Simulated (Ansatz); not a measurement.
A series of calculations on BSiH₆OF

**1. Relaxation**

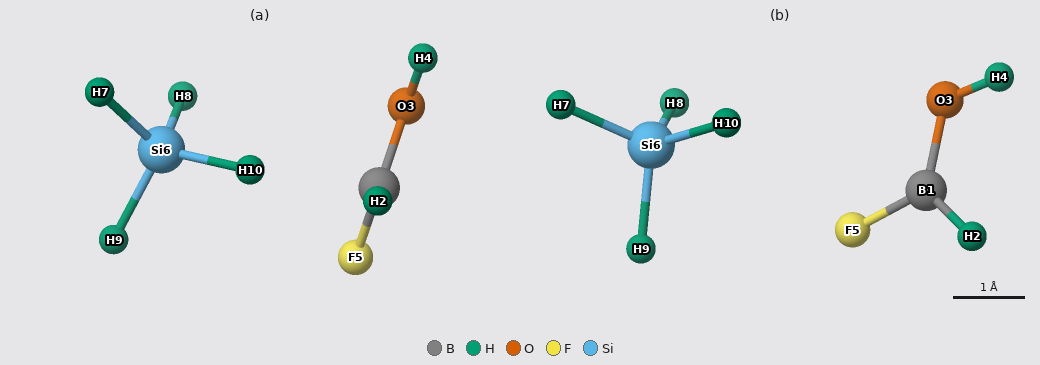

The structure of BSiH$_{6}$OF before (left) and after (right) a relaxation, at one scale.

A ball-and-stick model, seen at a tilt.

The run prepares an end point of a later path (reaction) calculation, from a guessed geometry.

These are results of RKS PBE0-D4/6-31G* in Ansatz 0.2.0, not measurements.

Input file:
```yaml
crystal:
  periodic: [false, false, false]
  atoms:
    - { symbol: B, position_ang: [-0.076612, -0.42595, -0.167188] }
    - { symbol: H, position_ang: [-0.135599, -0.817849, 0.955748] }
    - { symbol: O, position_ang: [1.058372, -0.427931, -0.900061] }
    - { symbol: H, position_ang: [1.828154, -0.754522, -0.420101] }
    - { symbol: F, position_ang: [-1.180327, 0.009621, -0.765941] }
    - { symbol: Si, position_ang: [0.119776, 2.450721, 1.11611] }
    - { symbol: H, position_ang: [0.916574, 3.105237, 2.193628] }
    - { symbol: H, position_ang: [0.773304, 2.689176, -0.197193] }
    - { symbol: H, position_ang: [-1.259334, 3.006179, 1.104742] }
    - { symbol: H, position_ang: [0.064692, 1.001717, 1.375155] }
basis:
  gaussian: { orbitals: "6-31G*" }
hamiltonian:
  xc: pbe0
  dispersion: d4
relax:
  f_tol: 0.03
  max_steps: 50
```

Launched with:
```bash
ansatz run input.yaml --threads 1 --pin off --max-ram 2048MiB --backend cpu --events-out ev --progress --plain --runs-dir out
```

### Summarise the run.

After 24 accepted moves (28 points after the start) the energy has fallen by 0.237 eV. The largest force component goes from 0.59 to 0.023 eV/Å. The line search rejected the trial steps at points 7, 9, 15, 21 of the run. The forces were under the threshold at step 19, but the run went on from there. H2 moves most after the best rigid fit: 1.26 Å. By element the largest moves are H 1.26 Å, F 0.53 Å, Si 0.44 Å, B 0.39 Å, O 0.34 Å. Among the contacts that change: Si6–H10 1.473 → 1.489 Å, B1–H2 1.191 → 1.200 Å.

**2. Relaxation**

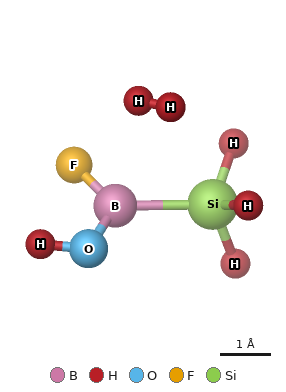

Starting structure of BSiH6OF. A ball-and-stick model, seen at a tilt.

The run prepares an end point of a later path (reaction) calculation, from a guessed geometry.

Computed with Ansatz, RKS PBE0-D4/6-31G*.

Input file:
```yaml
crystal:
  periodic: [false, false, false]
  atoms:
    - { symbol: B, position_ang: [0.257788, 0.473367, -0.315981] }
    - { symbol: H, position_ang: [-0.56823, -0.176705, 1.840189] }
    - { symbol: O, position_ang: [1.452719, -0.113141, -0.556905] }
    - { symbol: H, position_ang: [1.343914, -0.987749, -0.961431] }
    - { symbol: F, position_ang: [-0.855163, -0.194909, -0.652717] }
    - { symbol: Si, position_ang: [0.189172, 2.27014, 0.503103] }
    - { symbol: H, position_ang: [1.131702, 2.341711, 1.656816] }
    - { symbol: H, position_ang: [0.583363, 3.334189, -0.468197] }
    - { symbol: H, position_ang: [-1.180155, 2.587473, 0.998847] }
    - { symbol: H, position_ang: [-0.246109, 0.302024, 2.251176] }
basis:
  gaussian: { orbitals: "6-31G*" }
hamiltonian:
  xc: pbe0
  dispersion: d4
relax:
  f_tol: 0.03
  max_steps: 50
```

Launched with:
```bash
ansatz run input.yaml --threads 1 --pin off --max-ram 2048MiB --backend cpu --events-out ev --progress --plain --runs-dir out
```

Predict the outcome.

The largest move after the best rigid fit is that of H10, 1.49 Å. Largest moves by element: H 1.49 Å, F 1.33 Å, O 1.08 Å, B 0.31 Å, Si 0.27 Å. Some distances before and after: B1–Si6 1.976 → 2.030 Å, H2–H10 0.708 → 0.744 Å. Groups turn about B1–Si6 by about 75°. After 42 accepted moves (48 points after the start) the energy has fallen by 0.200 eV. The largest force component goes from 1.1 to 0.023 eV/Å. The line search rejected the trial steps at points 4, 16, 18, 21, 32, 33 of the run. The forces were under the threshold at step 15, but the run went on from there.

Step by step:

```
step  E − E(0), eV  largest force component, eV/Å      note
   0        0.0000                         1.0533          
   1       -0.1216                         0.5162          
   2       -0.1602                         0.3665          
   3       -0.1687                         0.2652          
   4       -0.1309                         1.0007  rejected
   5       -0.1748                         0.0624          
   6       -0.1773                         0.0788          
   7       -0.1787                         0.1570          
   8       -0.1802                         0.1500          
   9       -0.1813                         0.2276          
  10       -0.1832                         0.1324          
  12       -0.1851                         0.1611          
  14       -0.1870                         0.0814          
  16       -0.1876                         0.1906  rejected
  18       -0.1880                         0.1616  rejected
  20       -0.1890                         0.0816          
  22       -0.1893                         0.0562          
  24       -0.1896                         0.0568          
  26       -0.1898                         0.0781          
  28       -0.1903                         0.0547          
  30       -0.1907                         0.1546          
  32       -0.1905                         0.3043  rejected
  34       -0.1917                         0.0034          
  36       -0.1929                         0.1696          
  38       -0.1950                         0.1109          
  40       -0.1967                         0.0910          
  42       -0.1988                         0.0678          
  44       -0.1996                         0.0919          
  46       -0.1999                         0.0948          
  48       -0.2001                         0.0233
```

Final geometry:

```xyz
10

B     0.5530    0.4807   -0.3954
H    -0.9492   -0.3556    2.5910
O     1.2135    0.2419   -1.5487
H     1.2289   -0.7047   -1.7604
F     0.0313   -0.5598    0.2714
Si    0.3551    2.3709    0.3181
H     1.0079    2.4835    1.6551
H     0.9696    3.3721   -0.5967
H    -1.0880    2.7070    0.4923
H    -1.2131   -0.1995    3.2683
```

After the run, drawn alike:

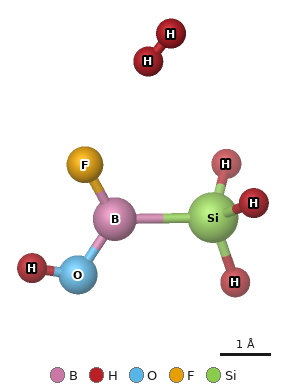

Limits of the set-up: the start holds two separate molecules, 2.4 Å apart at their closest, whose relative position is a soft coordinate.

**3. Path**

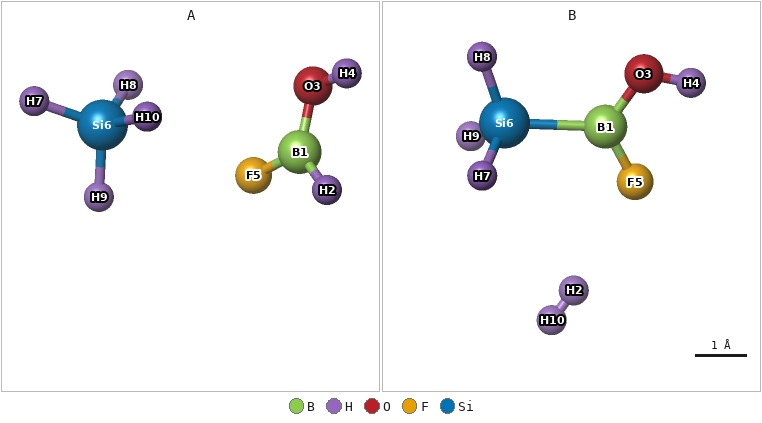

The two relaxed end points of a path for BSiH6OF, made up at the start of BH2OF and SiH₄. The picture is a ball-and-stick view, seen face on.

These are results of RKS PBE0-D4/6-31G* in Ansatz, not measurements.

Set-up: 7 movable images; climbing image; force threshold 0.03 eV/Å; iteration limit 60.

Start:
```xyz
10

B    -0.0608   -0.7655   -0.3677
H    -0.5568   -1.7203    0.1639
O     1.2184   -0.7290   -0.7915
H     1.6776   -1.5576   -0.6117
F    -0.7977    0.3238   -0.5548
Si    0.1226    2.8537    1.2837
H     0.5729    3.9765    2.1548
H     0.6407    3.0629   -0.0933
H    -1.3641    2.8132    1.2739
H     0.6564    1.5786    1.8375
```

End:
```xyz
10

B     0.6165    0.4825   -0.3673
H    -1.0005   -0.3691    2.5541
O     1.3454    0.2538   -1.4808
H     1.4124   -0.6945   -1.6734
F     0.1063   -0.5687    0.2917
Si    0.3008    2.3738    0.2994
H     0.8782    2.5374    1.6654
H     0.9181    3.3857   -0.6018
H    -1.1625    2.6490    0.3936
H    -1.3056   -0.2135    3.2141
```

Predict the minimum-energy path and its barrier.

The energy climbs by 2.26 eV to image 4 and then falls by 1.82 eV, so the end point sits at +0.44 eV. Breaking: B1–H2 (1.20 → 1.36 at the top → 3.45 Å), Si6–H10 (1.49 → 1.95 at the top → 4.22 Å). Forming: B1–Si6 (3.98 → 2.17 at the top → 2.03 Å), H2–H10 (3.89 → 1.03 at the top → 0.74 Å). The band converged in 26 iterations. The largest component of the band force went from 41 to 0.023 eV/Å. The climbing image converged on the top of the path. Its vibrational analysis gives one imaginary mode (1169i cm⁻¹), as a transition state must have.

Energies of the converged images:

```
image  path (Å)  E (eV)
    0      0.00   0.000
    1      1.01   0.006
    2      2.02   0.048
    3      3.03   0.556
    4      4.04   2.262
    5      5.33   0.604
    6      6.63   0.457
    7      7.92   0.441
    8      9.22   0.438
```

The geometry at the top of the path:

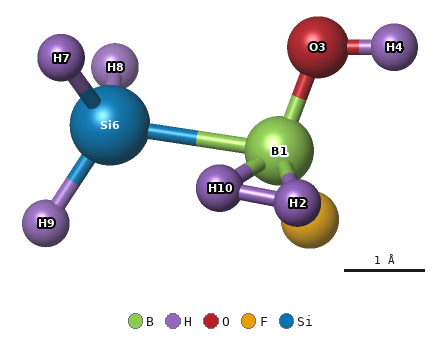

Limits of the set-up: the start holds two separate molecules, 3.1 Å apart at their closest, whose relative position is a soft coordinate.

Cost: 9.1 min on 1 thread of Arm Neoverse V1, with other jobs on the host, peak memory 0.18 GiB.
